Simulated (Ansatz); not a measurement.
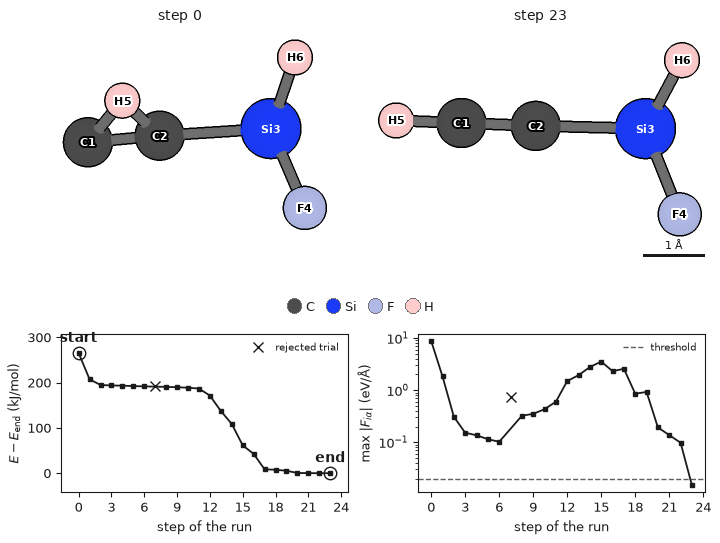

First and last geometry of a relaxation of C2H2FSi (multiplicity 2), with the history of the run. A ball-and-stick model, seen from a free direction.

The run prepares an end point of a later path (hydrogen shift) calculation, from a guessed geometry.

Theory: Ansatz 0.2.0, UKS PBE-D4/def2-SVP.

Input file:
```yaml
crystal:
  periodic: [false, false, false]
  atoms:
    - { symbol: C, position_ang: [0.1611, -0.7167, -1.6032] }
    - { symbol: C, position_ang: [0.1984, -0.2238, -0.5061] }
    - { symbol: Si, position_ang: [0.3036, 0.4798, 1.2092] }
    - { symbol: F, position_ang: [-0.4787, -0.4111, 2.2057] }
    - { symbol: H, position_ang: [-0.42801, 0.30288, -1.22605] }
    - { symbol: H, position_ang: [-0.1708, 1.8895, 1.2641] }
magnetization:
  spin_polarized: true
  initial_magnetization: 1
basis:
  gaussian: { orbitals: def2-SVP }
hamiltonian:
  xc: pbe
  dispersion: d4
relax:
  f_tol: 0.02
  max_steps: 50
output:
  orbitals: {}
```

Run as
```bash
ansatz run input.yaml --threads 2 --pin off --max-ram 3072MiB --backend cpu --events-out ev --progress --plain --runs-dir out
```

Question: Read the history and describe the run.

Answer: It converged. The atom that moves furthest after the best rigid fit is H5 (1.56 Å). By element the largest moves are H 1.56 Å, C 0.53 Å, F 0.27 Å, Si 0.24 Å. Some distances before and after: C2–H5 1.090 → 2.316 Å, C1–H5 1.236 → 1.083 Å, Si3–F4 1.549 → 1.643 Å, C2–Si3 1.857 → 1.819 Å. Bonds break, among them: C2–H5 (1.09 → 2.32 Å). Bond angles that change, for instance: C2–C1–H5 53.1° → 179.1°, C1–C2–Si3 177.6° → 172.9°, F4–Si3–H6 111.1° → 108.6°. The energy falls by 265.6 kJ/mol in 22 accepted moves (23 points after the start). Largest force component: 8.8 eV/Å at the start, 0.015 eV/Å at the end. The line search rejected the trial step at point 7 of the run. The run took 23 s on 2 threads of Intel(R) Xeon(R) Platinum 8488C (Sapphire Rapids), with other jobs on the host, peak memory 0.17 GiB.
